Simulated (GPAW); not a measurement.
Geometry relaxation, with input and output: GeH2Br (part 3 of 5)

GeH2Br, multiplicity 2, SMILES [GeH2][Br]; PBEsol/dzp, UKS, dispersion D3(BJ), scalar-relativistic datasets (GPAW 26.7.0). The geometry comes from this level: UFF from SMILES.

Geometry of the input (Å):
```
Ge -0.2312  -0.0003  0.4299
Br 2.0346  -0.0122  -0.1040
H  -0.9096  -1.2594  -0.1680
H  -0.8938  1.2719  -0.1579
```

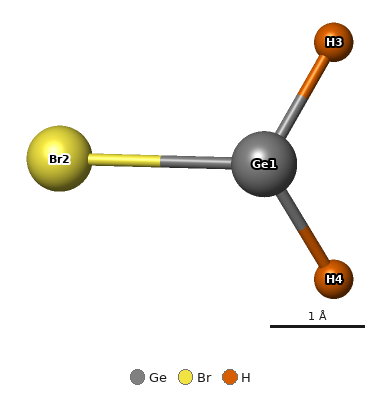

Fig. 1: The input geometry (ball-and-stick view, seen on its broad side; atoms are numbered from 1 in the order of the input). Sticks mark near contacts.

## What the program printed, continued
```
Energy contributions:
  Kinetic:          25.020085
  Coulomb
[... cut ...]
  z |
|----------|----------|----------|
| -0.02410 | -0.00008 |  0.05751 |  # Ge   0
| -0.08890 | -0.00285 | -0.02776 |  # Br   1
|  0.06453 | -0.03291 | -0.01837 |  # H    2
|  0.06005 |  0.03556 | -0.01849 |  # H    3

Force computation time: 0.197  # s
FIRE:    9 00:02:05      -11.582761        0.094206
         .-------------------------------.
        /|                               |
       / |                               |
      /  |                               |
     /   |                               |
    /    |                               |
   /     |                               |
  /      |                               |
 *       |                               |
 |       |                               |
 |       |        HGe                    |
 |       |               Br              |
 |       |       H                       |
 |       .-------------------------------.
 |      /                               /
 |     /                               /
 |    /                               /
 |   /                               /
 |  /                               /
 | /                               /
 |/                               /
 *-------------------------------*

Atoms  # Å, Bohr magnetons
|   | symbol |        x |        y |        z |    initial magnetic moments |
|---|--------|----------|----------|----------|-----------------------------|
| 0 |     Ge | 5.676718 | 6.259220 | 5.624784 | ( 0.0000,  0.0000,  0.2092) |
| 1 |     Br | 7.938408 | 6.247192 | 5.056115 | ( 0.0000,  0.0000,  0.0956) |
| 2 |      H | 5.005460 | 4.983199 | 4.989917 | ( 0.0000,  0.0000,  0.0231) |
| 3 |      H | 5.020540 | 7.548358 | 5.000579 | ( 0.0000,  0.0000,  0.0231) |

Unit cell  # Å
| periodic |         x |         y |         z |   lengths |    angles |
|----------|-----------|-----------|-----------|-----------|-----------|
|       no | 12.944117 |  0.000000 |  0.000000 | 12.944117 | 90.000000 |
|       no |  0.000000 | 12.531260 |  0.000000 | 12.531260 | 90.000000 |
|       no |  0.000000 |  0.000000 | 10.597823 | 10.597823 | 90.000000 |

Initialization done in: 2.239 s

convergence criteria:
- Maximum [total energy] change in last 3 cyles: 0.0005 eV / valence electron
- Maximum integral of absolute [dens]ity change: 0.0001 electrons / valence electron
- Maximum integral of absolute [eigenst]ate change: 4e-08 eV^2 / valence electron
maximum number of iterations: 100

SCF iterations
|iter     |     time |      energy | eigst |  dens |  magmom |
|---------|----------|-------------|-------|-------|---------|
|iter:   1| 00:02:07 |  -11.552714c|      c|       |  +1.0006|
|iter:   2| 00:02:10 |  -11.552711c|      c| -3.29 |  +1.0005|
|iter:   3| 00:02:12 |  -11.552701c|      c| -3.35 |  +1.0003|
|iter:   4| 00:02:14 |  -11.552700c|      c| -3.66 |  +1.0001|
|iter:   5| 00:02:15 |  -11.552700c|      c| -3.97 |  +1.0000|
|iter:   6| 00:02:17 |  -11.552700c|      c| -4.52c|  +1.0000|

Converged in 6 steps
SCF loop duration: 9.971 s (1.662 s/step)
Energy contributions relative to reference atoms: (reference = -127935.605327)

Energy contributions:
  Kinetic:          24.896660
  Coulomb:         -24.118363
  Zero:              0.005167
  External:          0.000000
  Xc:              -12.336165
  Entropy:           0.000000
  Spinorbit:         0.000000
  ----------------------------
  Free energy:     -11.552700
  Extrapolated:    -11.552700

dipole moment: (-0.274843, 0.001580, 0.052563)  # |e|*Ang

Total magnetic moment: (0.000000, 0.000000, 1.000004)

Local magnetic moments
|        x |        y |        z |
|----------|----------|----------|
| 0.000000 | 0.000000 | 0.209177 |  # Ge   0
| 0.000000 | 0.000000 | 0.095604 |  # Br   1
| 0.000000 | 0.000000 | 0.023170 |  # H    2
| 0.000000 | 0.000000 | 0.023192 |  # H    3

Fermi levels: -2.787, -4.714
Eigenvalues  # (at kpt = [0.000, 0.000, 0.000])
| band index |      eig [eV] | occ [0-1] |      eig [eV] | occ [0-1] |
|------------|---------------|-----------|---------------|-----------|
|          0 |       -19.637 |     1.000 |       -19.514 |     1.000 |
|          1 |       -13.796 |     1.000 |       -13.386 |     1.000 |
|          2 |        -8.874 |     1.000 |        -8.603 |     1.000 |
|          3 |        -8.808 |     1.000 |        -8.595 |     1.000 |
|          4 |        -7.347 |     1.000 |        -7.080 |     1.000 |
|          5 |        -6.727 |     1.000 |        -6.639 |     1.000 |
|          6 |        -5.264 |     1.000 |        -4.164 |     0.000 |
|          7 |        -1.409 |     0.000 |        -1.098 |     0.000 |
|          8 |         0.512 |     0.000 |         0.853 |     0.000 |
|          9 |         1.013 |     0.000 |         1.537 |     0.000 |

Gap: 2.754 eV
Transition (v -> c):
  (s=1, k=0, n=6, [0.00, 0.00, 0.00]) -> (s=0, k=0, n=7, [0.00, 0.00, 0.00])
No difference between direct/indirect transitions
vacuum-level: 0.000  # V

Forces  # eV/Ang
|        x |        y |        z |
|----------|----------|----------|
|  0.00771 | -0.00055 |  0.05797 |  # Ge   0
| -0.10292 | -0.00341 | -0.02041 |  # Br   1
|  0.05344 | -0.04018 | -0.02130 |  # H    2
|  0.05048 |  0.04242 | -0.02212 |  # H    3

Force computation time: 0.202  # s
FIRE:   10 00:02:18      -11.583150        0.106034
         .-------------------------------.
        /|                               |
       / |                               |
      /  |                               |
     /   |                               |
    /    |                               |
   /     |                               |
  /      |                               |
 *       |                               |
 |       |                               |
 |       |        HGe                    |
 |       |               Br              |
 |       |       H                       |
 |       .-------------------------------.
 |      /                               /
 |     /                               /
 |    /                               /
 |   /                               /
 |  /                               /
 | /                               /
 |/                               /
 *-------------------------------*

Atoms  # Å, Bohr magnetons
|   | symbol |        x |        y |        z |    initial magnetic moments |
|---|--------|----------|----------|----------|-----------------------------|
| 0 |     Ge | 5.674824 | 6.259254 | 5.626072 | ( 0.0000,  0.0000,  0.2092) |
| 1 |     Br | 7.936969 | 6.247136 | 5.055177 | ( 0.0000,  0.0000,  0.0956) |
| 2 |      H | 5.007373 | 4.982720 | 4.989623 | ( 0.0000,  0.0000,  0.0232) |
| 3 |      H | 5.022360 | 7.548864 | 5.000308 | ( 0.0000,  0.0000,  0.0232) |

Unit cell  # Å
| periodic |         x |         y |         z |   lengths |    angles |
|----------|-----------|-----------|-----------|-----------|-----------|
|       no | 12.944117 |  0.000000 |  0.000000 | 12.944117 | 90.000000 |
|       no |  0.000000 | 12.531260 |  0.000000 | 12.531260 | 90.000000 |
|       no |  0.000000 |  0.000000 | 10.597823 | 10.597823 | 90.000000 |

Initialization done in: 2.258 s

convergence criteria:
- Maximum [total energy] change in last 3 cyles: 0.0005 eV / valence electron
- Maximum integral of absolute [dens]ity change: 0.0001 electrons / valence electron
- Maximum integral of absolute [eigenst]ate change: 4e-08 eV^2 / valence electron
maximum number of iterations: 100

SCF iterations
|iter     |     time |      energy | eigst |  dens |  magmom |
|---------|----------|-------------|-------|-------|---------|
|iter:   1| 00:02:20 |  -11.553146c|      c|       |  +1.0006|
|iter:   2| 00:02:22 |  -11.553143c|      c| -3.33 |  +1.0006|
|iter:   3| 00:02:24 |  -11.553137c|      c| -3.37 |  +1.0003|
|iter:   4| 00:02:26 |  -11.553137c|      c| -3.67 |  +1.0001|
|iter:   5| 00:02:29 |  -11.553137c|      c| -4.02c|  +1.0000|

Converged in 5 steps
SCF loop duration: 8.754 s (1.751 s/step)
Energy contributions relative to reference atoms: (reference = -127935.605327)

Energy contributions:
  Kinetic:          24.900739
  Coulomb:         -24.121431
  Zero:              0.005149
  External:          0.000000
  Xc:              -12.337593
  Entropy:           0.000000
  Spinorbit:         0.000000
  ----------------------------
  Free energy:     -11.553137
  Extrapolated:    -11.553137

dipole moment: (-0.276899, 0.001604, 0.053226)  # |e|*Ang

Total magnetic moment: (0.000000, 0.000000, 1.000026)

Local magnetic moments
|        x |        y |        z |
|----------|----------|----------|
| 0.000000 | 0.000000 | 0.209112 |  # Ge   0
| 0.000000 | 0.000000 | 0.095626 |  # Br   1
| 0.000000 | 0.000000 | 0.023239 |  # H    2
| 0.000000 | 0.000000 | 0.023264 |  # H    3

Fermi levels: -2.788, -4.719
Eigenvalues  # (at kpt = [0.000, 0.000, 0.000])
| band index |      eig [eV] | occ [0-1] |      eig [eV] | occ [0-1] |
|------------|---------------|-----------|---------------|-----------|
|          0 |       -19.631 |     1.000 |       -19.508 |     1.000 |
|          1 |       -13.798 |     1.000 |       -13.388 |     1.000 |
|          2 |        -8.879 |     1.000 |        -8.599 |     1.000 |
|          3 |        -8.801 |     1.000 |        -8.596 |     1.000 |
|          4 |        -7.343 |     1.000 |        -7.076 |     1.000 |
|          5 |        -6.723 |     1.000 |        -6.635 |     1.000 |
|          6 |        -5.269 |     1.000 |        -4.170 |     0.000 |
|          7 |        -1.407 |     0.000 |        -1.095 |     0.000 |
|          8 |         0.505 |     0.000 |         0.846 |     0.000 |
|          9 |         1.018 |     0.000 |         1.543 |     0.000 |

Gap: 2.762 eV
Transition (v -> c):
  (s=1, k=0, n=6, [0.00, 0.00, 0.00]) -> (s=0, k=0, n=7, [0.00, 0.00, 0.00])
No difference between direct/indirect transitions
vacuum-level: 0.000  # V

Forces  # eV/Ang
|        x |        y |        z |
|----------|----------|----------|
|  0.03117 | -0.00036 |  0.05544 |  # Ge   0
| -0.10940 | -0.00392 | -0.01395 |  # Br   1
|  0.04305 | -0.04480 | -0.02264 |  # H    2
|  0.04158 |  0.04564 | -0.02379 |  # H    3

Force computation time: 0.201  # s
FIRE:   11 00:02:29      -11.583588        0.111421
         .-------------------------------.
        /|                               |
       / |                               |
      /  |                               |
     /   |                               |
    /    |                               |
   /     |                               |
  /      |                               |
 *       |                               |
 |       |                               |
 |       |        HGe                    |
 |       |               Br              |
 |       |       H                       |
 |       .-------------------------------.
 |      /                               /
 |     /                               /
 |    /                               /
 |   /                               /
 |  /                               /
 | /                               /
 |/                               /
 *-------------------------------*

Atoms  # Å, Bohr magnetons
|   | symbol |        x |        y |        z |    initial magnetic moments |
|---|--------|----------|----------|----------|-----------------------------|
| 0 |     Ge | 5.673150 | 6.259286 | 5.627706 | ( 0.0000,  0.0000,  0.2091) |
| 1 |     Br | 7.934839 | 6.247055 | 5.054157 | ( 0.0000,  0.0000,  0.0956) |
| 2 |      H | 5.009546 | 4.981957 | 4.989185 | ( 0.0000,  0.0000,  0.0232) |
| 3 |      H | 5.024429 | 7.549659 | 4.999887 | ( 0.0000,  0.0000,  0.0233) |

Unit cell  # Å
| periodic |         x |         y |         z |   lengths |    angles |
|----------|-----------|-----------|-----------|-----------|-----------|
|       no | 12.944117 |  0.000000 |  0.000000 | 12.944117 | 90.000000 |
|       no |  0.000000 | 12.531260 |  0.000000 | 12.531260 | 90.000000 |
|       no |  0.000000 |  0.000000 | 10.597823 | 10.597823 | 90.000000 |

Initialization done in: 2.360 s

convergence criteria:
- Maximum [total energy] change in last 3 cyles: 0.0005 eV / valence electron
- Maximum integral of absolute [dens]ity change: 0.0001 electrons / valence electron
- Maximum integral of absolute [eigenst]ate change: 4e-08 eV^2 / valence electron
maximum number of iterations: 100

SCF iterations
|iter     |     time |      energy | eigst |  dens |  magmom |
|---------|----------|-------------|-------|-------|---------|
|iter:   1| 00:02:31 |  -11.553658c|      c|       |  +1.0006|
|iter:   2| 00:02:33 |  -11.553657c|      c| -3.30 |  +1.0006|
|iter:   3| 00:02:35 |  -11.553653c|      c| -3.32 |  +1.0003|
|iter:   4| 00:02:38 |  -11.553653c|      c| -3.69 |  +1.0001|
|iter:   5| 00:02:40 |  -11.553653c|      c| -4.13c|  +1.0000|

Converged in 5 steps
SCF loop duration: 8.488 s (1.698 s/step)
Energy contributions relative to reference atoms: (reference = -127935.605327)

Energy contributions:
  Kinetic:          24.919494
  Coulomb:         -24.138147
  Zero:              0.005144
  External:          0.000000
  Xc:              -12.340145
  Entropy:           0.000000
  Spinorbit:         0.000000
  ----------------------------
  Free energy:     -11.553653
  Extrapolated:    -11.553653

dipole moment: (-0.278182, 0.001625, 0.053974)  # |e|*Ang

Total magnetic moment: (0.000000, 0.000000, 1.000031)

Local magnetic moments
|        x |        y |        z |
|----------|----------|----------|
| 0.000000 | 0.000000 | 0.208984 |  # Ge   0
| 0.000000 | 0.000000 | 0.095691 |  # Br   1
| 0.000000 | 0.000000 | 0.023339 |  # H    2
| 0.000000 | 0.000000 | 0.023368 |  # H    3

Fermi levels: -2.788, -4.725
Eigenvalues  # (at kpt = [0.000, 0.000, 0.000])
| band index |      eig [eV] | occ [0-1] |      eig [eV] | occ [0-1] |
|------------|---------------|-----------|---------------|-----------|
|          0 |       -19.628 |     1.000 |       -19.505 |     1.000 |
|          1 |       -13.798 |     1.000 |       -13.388 |     1.000 |
|          2 |        -8.883 |     1.000 |        -8.603 |     1.000 |
|          3 |        -8.794 |     1.000 |        -8.590 |     1.000 |
|          4 |        -7.341 |     1.000 |        -7.074 |     1.000 |
|          5 |        -6.720 |     1.000 |        -6.631 |     1.000 |
|          6 |        -5.274 |     1.000 |        -4.175 |     0.000 |
|          7 |        -1.400 |     0.000 |        -1.087 |     0.000 |
|          8 |         0.497 |     0.000 |         0.837 |     0.000 |
|          9 |         1.021 |     0.000 |         1.547 |     0.000 |

Gap: 2.775 eV
Transition (v -> c):
  (s=1, k=0, n=6, [0.00, 0.00, 0.00]) -> (s=0, k=0, n=7, [0.00, 0.00, 0.00])
No difference between direct/indirect transitions
vacuum-level: 0.000  # V

Forces  # eV/Ang
|        x |        y |        z |
|----------|----------|----------|
|  0.04142 |  0.00044 |  0.04913 |  # Ge   0
| -0.10513 | -0.00410 | -0.00880 |  # Br   1
|  0.03491 | -0.04496 | -0.02148 |  # H    2
|  0.03393 |  0.04360 | -0.02245 |  # H    3
```
